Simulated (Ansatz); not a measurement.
# SiH4 (SMILES [H][Si]([H])([H])[H]) at 6 levels

Wanted: a comparison of 6 runs (CAM-B3LYP/6-31G, UPBE0/3-21G, revPBE/6-31G, RPA@PBE/6-31G, UMP2/3-21G, BCCD(T)/6-31G) of SiH4. 

The calculation is run with Ansatz 0.2.0.

51 further runs of the same task are left out: 51 set aside as unsound or not needed.

### 1 The structure to begin with

SiH4 has 5 atoms, charge 0, and is taken as a singlet. SMILES: `[H][Si]([H])([H])[H]`. The H4–Si1 distance was set to 2.922 Å, away from the relaxed value. At this shape a bond of the SMILES string is far longer than usual.

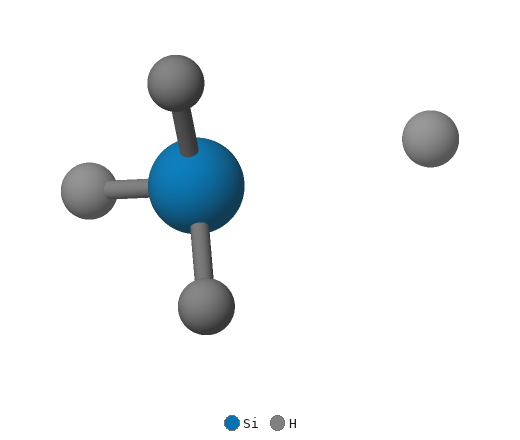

The structure, seen from a chosen angle (silicon blue, hydrogen grey).

### 2 The energy at CAM-B3LYP/6-31G (run 1)

run.yaml

```yaml
crystal:
  periodic: [false, false, false]
  atoms:
    - {symbol: Si, position_ang: [0.696716, -1.196807, 0.465911]}
    - {symbol: H, position_ang: [0.707956, -1.216197, 1.926701]}
    - {symbol: H, position_ang: [2.070106, -1.185507, -0.031939]}
    - {symbol: H, position_ang: [-0.696580, 1.196700, -0.465720]}
    - {symbol: H, position_ang: [0.008426, -2.385257, -0.031669]}
basis:
  gaussian: {orbitals: 6-31G}
accuracy: high
magnetization: {spin_polarized: false, initial_magnetization: 0}
hamiltonian: {xc: {name: CAM-B3LYP}}
```

On the command line:

```bash
$ ansatz run run.yaml --threads 1 --pin off --max-ram 2610MiB --events-out events.jsonl --progress --plain --runs-dir runs
```

Standard output:

```text
Warning: RAYON_NUM_THREADS=1 ignored (pool sized by the plan → 1); use --threads N
Functional definition: CAM-B3LYP
  name "CAM-B3LYP"
  parameter alpha = 0.19
  parameter beta = 0.46
  parameter omega = 0.33/bohr
  parameter ac = 0.81
  exchange = (1 - alpha - beta)*b88_x + beta*b88_x_sr(omega) + alpha*exact_x + beta*exact_x_lr(omega)
  correlation = (1 - ac)*vwn5_c + ac*lyp_c
477 factors; integrals over basis functions are off by at most 2.6e-9 eV
210 factors; integrals over basis functions are off by at most 2.1e-9 eV
mean field evaluation 1: about -7936.7833 eV, gradient 4.7e0 eV
mean field evaluation 2: about -7936.7991 eV, gradient 4.0e0 eV
mean field evaluation 4: about -7936.9067 eV, gradient 3.8e-2 eV
mean field evaluation 8: about -7936.8998 eV, gradient 2.0e-4 eV
mean field -7936.89976374 eV, -291.6756864936 hartree, gradient 3.4e-8 eV, S^2 0.000000; 0 other end points of the search recorded, 0 dependent functions left out
reference -7936.89978049 eV, -291.6756871091 hartree; 9, 9 occupied and 12, 12 virtual orbitals, 477 factors
Total energy: -7936.89978049 eV, -291.6756871091 hartree
```

It took 0.72 s on 1 thread of Intel Xeon Platinum 8488C (Sapphire Rapids), shared host.

### 3 A single-point energy at UPBE0/3-21G (run 2)

input.yaml

```yaml
crystal:
  periodic: [false, false, false]
  atoms:
    - {symbol: Si, position_ang: [0.696716, -1.196807, 0.465911]}
    - {symbol: H, position_ang: [0.707956, -1.216197, 1.926701]}
    - {symbol: H, position_ang: [2.070106, -1.185507, -0.031939]}
    - {symbol: H, position_ang: [-0.696580, 1.196700, -0.465720]}
    - {symbol: H, position_ang: [0.008426, -2.385257, -0.031669]}
basis:
  gaussian: {orbitals: 3-21G.json}
accuracy: high
hamiltonian: {xc: {name: PBE0}}
magnetization: {spin_polarized: true, initial_magnetization: 0}
```

The basis set 3-21G is read from a file made from the Basis Set Exchange's data (not shown).

On the command line:

```bash
$ ansatz run input.yaml --threads 1 --pin off --max-ram 2610MiB --events-out events.jsonl --progress --plain --runs-dir runs
```

Standard output:

```text
Warning: RAYON_NUM_THREADS=1 ignored (pool sized by the plan → 1); use --threads N
Functional definition: PBE0
  name "PBE0"
  parameter a = 0.25
  parameter kappa = 0.804
  parameter beta = 0.06672455060314922
  exchange = (1 - a)*pbe_x(kappa = kappa, mu = beta*pi^2/3) + a*exact_x
  correlation = pbe_c(beta = beta)
418 factors; integrals over basis functions are off by at most 4.2e-9 eV
mean field evaluation 1: about -7892.5790 eV, gradient 2.4e0 eV
mean field evaluation 2: about -7892.6226 eV, gradient 5.7e-1 eV
mean field evaluation 4: about -7892.6244 eV, gradient 2.5e-1 eV
mean field evaluation 8: about -7892.6149 eV, gradient 1.9e-3 eV
mean field evaluation 16: about -7892.6149 eV, gradient 1.1e-8 eV
mean field evaluation 32: about -7892.9636 eV, gradient 3.4e-1 eV
mean field -7892.96176562 eV, -290.0609948449 hartree, gradient 2.1e-8 eV, S^2 0.687944; 3 other end points of the search recorded, 0 dependent functions left out
reference -7892.96176767 eV, -290.0609949204 hartree; 9, 9 occupied and 12, 12 virtual orbitals, 418 factors
Total energy: -7892.96176767 eV, -290.0609949204 hartree
```

It took 2.2 s on 1 thread of Intel Xeon Platinum 8488C (Sapphire Rapids), shared host; peak memory 0.13 GiB.

Runs 3 to 5 aren't shown in full; the table further down has their settings and results.

### 4 A single-point energy at BCCD(T)/6-31G (run 6)

in.yaml

```yaml
crystal:
  periodic: [false, false, false]
  atoms:
    - {symbol: Si, position_ang: [0.696716, -1.196807, 0.465911]}
    - {symbol: H, position_ang: [0.707956, -1.216197, 1.926701]}
    - {symbol: H, position_ang: [2.070106, -1.185507, -0.031939]}
    - {symbol: H, position_ang: [-0.696580, 1.196700, -0.465720]}
    - {symbol: H, position_ang: [0.008426, -2.385257, -0.031669]}
basis:
  gaussian:
    orbitals: 6-31G
correlation:
  method: bccd_t
  frozen_orbitals: {H: 0, Si: 5}
scf:
  omitted_lower_state_checks: [cluster_reference, increment]
accuracy: high
```

On the command line:

```bash
$ ansatz run in.yaml --threads 1 --pin off --max-ram 2610MiB --events-out events.jsonl --progress --plain --runs-dir runs
```

Standard output, shortened:

```text
Warning: RAYON_NUM_THREADS=1 ignored (pool sized by the plan → 1); use --threads N
Functional definition: HF
  name "HF"
[...]
477 factors; integrals over basis functions are off by at most 2.6e-9 eV
[...]
mean field -7918.92324113 eV, -291.0150614726 hartree, gradient 1.8e-8 eV, S^2 0.000000; 0 other end points of the search recorded, 0 dependent functions left out; unrestricted orbitals would lower it
5 core orbitals not correlated: weight in the atoms' cores, before any rotation towards them, 1.000 or more for the frozen orbitals, at most 0.000 for the correlated occupied ones
reference -7918.92324113 eV, -291.0150614726 hartree; 4, 4 occupied and 12, 12 virtual orbitals, 477 factors
second order -2.22792797 eV of doubles, -0.00000000 eV of singles
cycle   1  -2.81791943 eV  change   -7.5e-1 eV  update   1.2e-1
[...]
cycle  25  -3.59304754 eV  change  -5.3e-10 eV  update  1.4e-10
perturbative correction -0.09224203 eV, -0.0033898321 hartree
WARN: these amplitudes may be one of several solutions (largest doubles amplitude 0.45, level shift 1.30 eV)
Total energy: -7922.60853070 eV, -291.1504933665 hartree
Checks for a lower state left out: cluster_reference, increment
```

Run time: 0.24 s. Hardware: 1 thread of Intel Xeon Platinum 8488C (Sapphire Rapids), shared host.

### 5 Overview of the runs

```csv
run,level,frozen core orbitals,energy (Eh),wall time
1,CAM-B3LYP/6-31G,–,-291.675687,0.72 s
2,UPBE0/3-21G,–,-290.060995,2.2 s
3,revPBE/6-31G,–,-291.638859,0.6 s
4,RPA@PBE/6-31G,5,-291.192923,0.89 s
5,UMP2/3-21G,5,-289.631898,0.18 s
6,BCCD(T)/6-31G,5,-291.150493,0.24 s
```

### 6 Summary of results

| quantity | value |
| --- | --- |
| run 6: total energy | -291.15049 Eh |
| run 6: correlation energy (5 core orbitals frozen) | -135.4 mEh |
| run 6: (T) correction | -3.39 mEh |

**Reading.** Totals of different functionals can't be ranked against each other. In runs 4, 6 the log says that unrestricted orbitals would lower the reference, so the values rest on an unstable closed-shell determinant (other closed-shell runs at this shape may share the fault). In runs 1, 3, 4 a closed-shell determinant meets a far-stretched bond, which it describes badly. Spin contamination of the reference: run 5 ⟨S²⟩ = 0.88, run 2 ⟨S²⟩ = 0.69. Where it is this large, the reference is a mixture of spin states, and values that rest on it are in doubt. All runs together took 4.8 s, the longest 2.2 s.
